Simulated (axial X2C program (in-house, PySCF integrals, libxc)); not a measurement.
## Relativistic diatomic calculation for YS⁺

- system: YS⁺, single determinant with Ω = 0. The distance is the PBE0 minimum at charge 1.
- method: expectation values, HF and Kohn-Sham, two-component X2C with atomic mean-field Coulomb and Gaunt terms, Y dyall-cv3z, S dyall-av3z (cores contracted) (axial X2C program (in-house, PySCF integrals, libxc))

Input file:
```
{"zs": [39, 16], "q": 1, "bas": ["dyall-cv3z", "dyall-av3z"], "r0": 2.24, "levels": ["PBE0", "HF", "TPSSh", "B3LYP", "BP86"], "nst": 3}
```

The line is the task of a batch: nuclear charges, charge, bases, the levels to run, a first guess of the distance and further settings. This report covers the levels named above. The log is that of the reference distance.

The run was one of a batch that the task file lists, launched with:
```bash
python <driver script> task.json out
```

The program's output:
```
two-component X2C + atomic mean field  PBE0
basis functions 223  fitting functions 1053  grid points 5078
iter        total energy     max residual
   1      -3778.596315129     4.40e+00
   2      -3782.301150227     3.63e-02
   3      -3782.091670427     7.67e-02
   4      -3782.324831863     2.04e-02
   5      -3782.350854046     3.98e-03
   6      -3782.351414971     1.16e-03
   7      -3782.351461333     4.00e-04
   8      -3782.351471324     3.90e-05
   9      -3782.351471371     1.23e-05
  10      -3782.351471376     3.78e-06
  11      -3782.351471376     5.51e-07
converged
one-electron -5512.08914850  Coulomb 1717.73987831  exact exchange -33.36046842  xc functional -102.33311370  nuclear repulsion 149.21219142  atomic mean-field constant -1.52081048
```

Expectation values by level of theory:

```
                                             quantity    PBE0      HF   TPSSh   B3LYP    BP86
effective field for an electron dipole moment (GV/cm)       –       –       –       –       –
           field gradient at the first nucleus (a.u.)   −1.41  −0.817   −1.48   −1.57   −1.69
          field gradient at the second nucleus (a.u.)  −0.799  −0.945  −0.795  −0.807  −0.770
                           A∥/gI, first nucleus (MHz)       –       –       –       –       –
                          A∥/gI, second nucleus (MHz)       –       –       –       –       –
```

Each column comes from one determinant, in a basis with contracted cores. A dash marks a value that vanishes by symmetry, wasn't computed or didn't converge. The levels disagree widely: the field gradient at the first nucleus runs from −1.69 to −0.817 a.u. These values aren't reliable properties of the molecule.

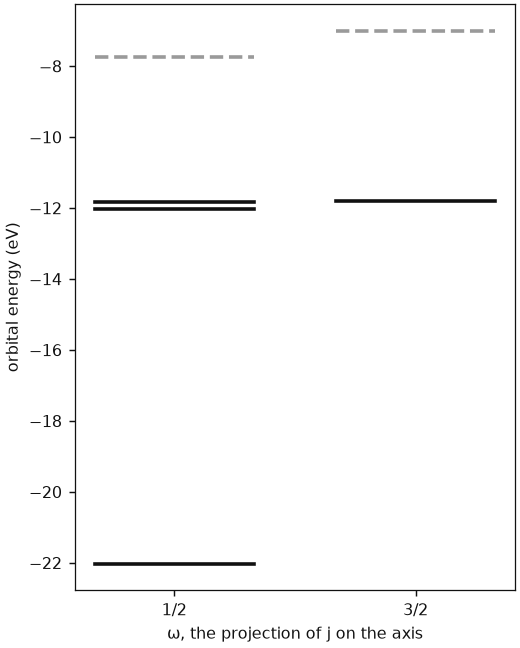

Figure 1. Orbital energies (PBE0) near the frontier at 2.21 Å, filled (solid) and empty (dashed); the Kramers partners at −ω are degenerate and not drawn. The highest filled spinor (3/2; 60 % S p, 28 % Y d) lies at −11.79 eV, the lowest empty one (1/2; 58 % Y s, 20 % Y d) at −7.75 eV.

Key numbers:

| quantity | value |
| --- | --- |
| outcome | converged; the levels of theory disagree widely |
| hardware | 1 thread of Arm Neoverse V1, 24 GiB of memory available, shared host |
| wall time | 2.9 s |
| peak memory | 0.4 GiB |
